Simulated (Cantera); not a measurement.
A closed system holds: 1 mol Cu, 0.74 mol O2, 9.6 mol N2, held at 1023.15 K.

Equilibrium computed with Cantera from the NASA thermochemical tables; the gas is ideal and each condensed phase is pure. Candidate condensed phases: Cu, CuO, Cu2O; 12 gas species. Mutual solubility and eutectic melting of coexisting phases are not modelled. The numbers say what is thermodynamically allowed, not how fast it happens.

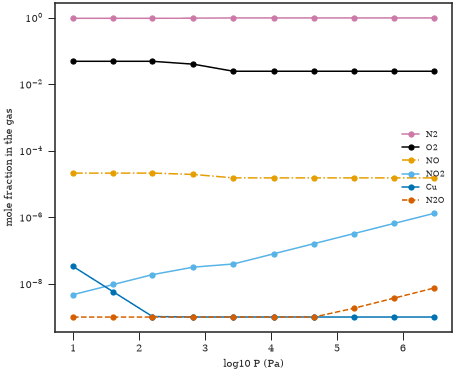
Equilibrium gas composition (values under 1e-9 drawn at 1e-9)

**Question.** Read off the mole fractions at 27.0 mbar.

**Answer.** N2 about 0.98, O2 about 0.024, NO about 1.5e-5, NO2 about 3.9e-8.
